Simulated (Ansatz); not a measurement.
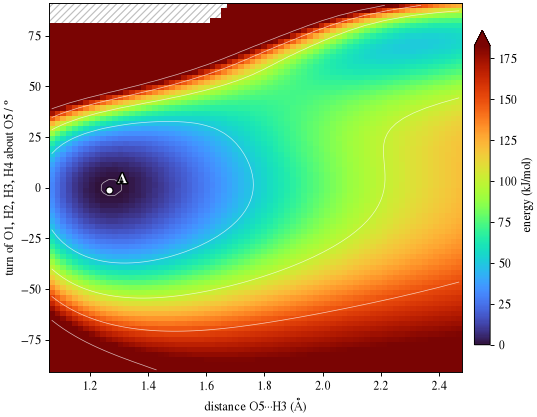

The pair H₃O···H₂O₂, charge +1. The turn is about an axis along (−0.87, −0.48, −0.14) in the frame of the relaxed pair, normal to the line between the partners. First axis: distance O5···H3. Second axis: turn of O1, H2, H3, H4 about O5. The grid has 15 × 15 points. At 8 points there is no value (left out of the scan, as a rule where atoms come close). Points are written as (first, second). All energies are given in kJ/mol relative to the lowest grid point. Computed with Ansatz, RKS PBE-D4/def2-TZVPD.

The picture shows a smooth colour map with a few white contour lines, one colour for all values above the top of the scale, hatched blanks where no value was computed, the point A. Between grid points the surface is interpolated.

### What is the easiest way out of the well at A, and how high is the barrier?

The easiest path leads from the well at about (1.27 Å, −1°) to the well at about (2.31 Å, 70°), about 51 kJ/mol higher. Its highest point lies about 73 kJ/mol above the bottom of the first well on the interpolated surface, at about (1.90 Å, 46°). Seen from the upper well the barrier is about 22 kJ/mol. This is the barrier on the constrained surface; relaxing the other coordinates would change it.

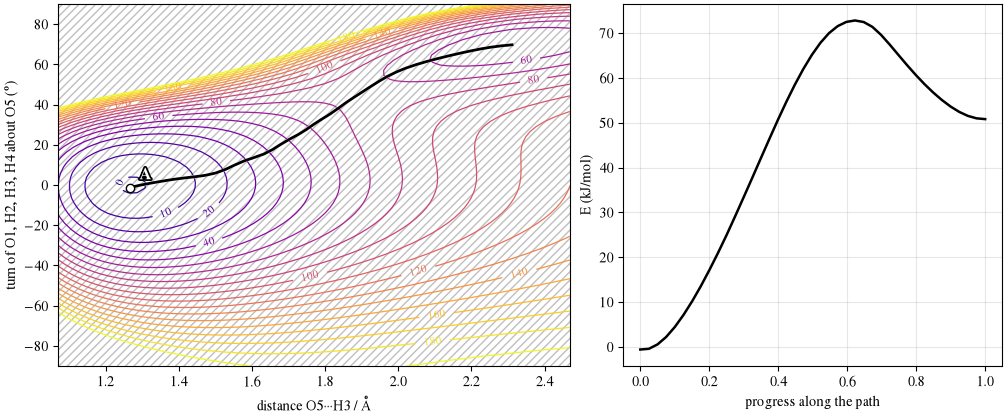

In the figure: contour lines labelled in kJ/mol (none above 190), a line along the lowest path, hatched blanks where no value was computed, the energy along the path at the right. Between grid points the surface is interpolated.
